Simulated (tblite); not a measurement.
# AsH3NSe2: the cost of one run

Computed with tblite 0.8.0 and PySCF 2.14.0; each step states its level. No surroundings beyond the atoms listed, unless a continuum is named. Atoms count from 0, parts from 1.

## (1) The system as given

7 atoms, charge 0, multiplicity 2; geometry: distance geometry start.

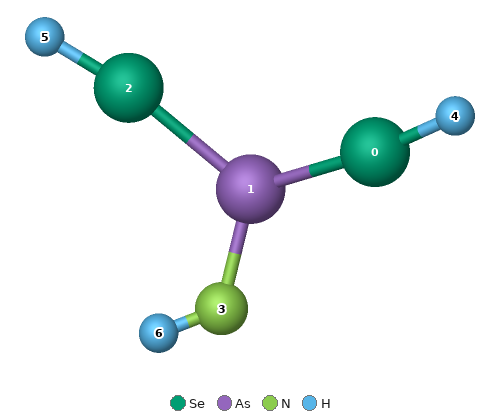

The starting geometry (selenium teal, arsenic purple, nitrogen green, hydrogen blue), atoms numbered.

## (2) Relaxing the cluster with GFN2-xTB

The job: settings as JSON, then the geometry in Å.

```
{"job": {"kind": "relax", "xc": "GFN2-xTB", "basis": "xTB"}, "charge": 0, "multiplicity": 2}
Se    -0.072335    -0.225134     1.598352
As    -0.723902     0.090324    -0.677863
Se    -2.943523    -0.673961    -1.248076
N      0.593539    -0.135887    -1.998476
H      0.162279    -0.262079     3.089597
H     -4.247251    -1.103868    -1.843132
H      0.462151    -0.710337    -2.850170
```

With the program's defaults for keys left out, this is: GFN2-xTB geometry optimisation, gas phase.

Launch:

```sh
$ OMP_NUM_THREADS=1 python cluster_run.py task.json out
```

This one command runs all jobs of the session in turn.

Q: Estimate the wall time of this first job on 1 thread of Arm Neoverse N1, shared host.

About 1.9 s.
